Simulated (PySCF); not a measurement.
# doublet BPH3Br+: UCCSD(T)/6-31G(d) (spherical functions)

We compute the energy of doublet BPH3Br+. The job is set up through a Python script.

The results are computed with PySCF 2.14.0.

8 further runs of the same task are left out: 6 that didn't finish, 2 set aside as unsound or not needed.

### Step 1. The structure to begin with

BPH3Br+ has 6 atoms, charge +1, and is taken as a doublet. As SMILES of the parent species, `PBBr`. Geometry: relaxed at GFN2-xTB. This is one conformer, not always the lowest. That shape belongs to the parent species and isn't relaxed for this state.

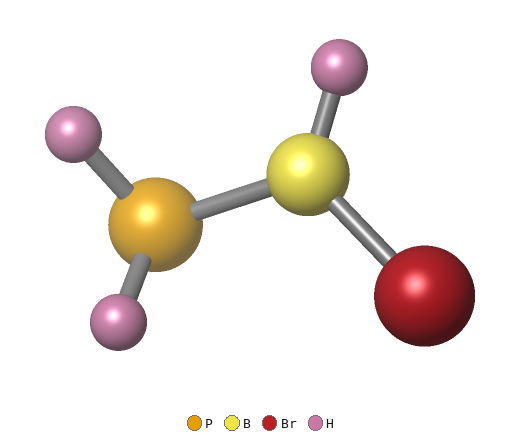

Viewed from a chosen angle; phosphorus amber, boron yellow, bromine red, hydrogen pink.

### Step 2. The energy at UCCSD(T)/6-31G(d) (spherical functions)

calc.py reads:

```python
from pyscf import gto, scf, cc

mol = gto.Mole()
mol.atom = '''
P       -1.048140       0.256160      -0.357290
B        0.444350      -0.389840       0.561360
Br       1.506080       0.771510       1.562750
H       -1.001700      -0.508820      -1.503720
H       -0.543730       1.412840      -0.914950
H        0.643140      -1.541840       0.651840
'''
mol.basis = '6-31g*'
mol.charge = 1
mol.max_memory = 40
mol.spin = 1
mol.verbose = 3
mol.build()

mf = scf.UHF(mol)
mf.conv_tol = 1e-08
mf.direct_scf_tol = 1e-10
mf.max_cycle = 60
mf.kernel()

mycc = cc.CCSD(mf, frozen=15)
mycc.kernel()
e_t = mycc.ccsd_t()
etot = mycc.e_tot + e_t
print('E = %.10f Eh' % etot)
```

Launch:

```
$ OMP_NUM_THREADS=1 python calc.py
```

What it wrote:

```text
converged SCF energy = -2938.9430347111  <S^2> = 0.76381819  2S+1 = 2.0137708
E(UCCSD) = -2939.383435044394  E_corr = -0.4404003332955071
UCCSD(T) correction = -0.0125281243060186
E = -2939.3959631687 Eh
```

Run time: 55 s. Hardware: 1 thread of Intel Xeon Platinum 8488C (Sapphire Rapids), shared host; peak memory 0.27 GiB.

### Step 3. Results

Level: UCCSD(T)/6-31G* (spherical functions), 15 core orbitals frozen.

| quantity | value |
| --- | --- |
| total energy | -2939.39596 Eh |
| HOMO energy (Hartree–Fock orbitals) (highest over α and β) | -16.24 eV |
| LUMO energy (Hartree–Fock orbitals) (lowest over α and β) | -7.84 eV |
| correlation energy (15 core orbitals frozen) | -452.9 mEh |
| (T) correction | -12.53 mEh |
| ⟨S²⟩ of the reference determinant | 0.764 |
| T1 diagnostic | 0.031 |

The triples make up 2.8 % of the correlation energy.
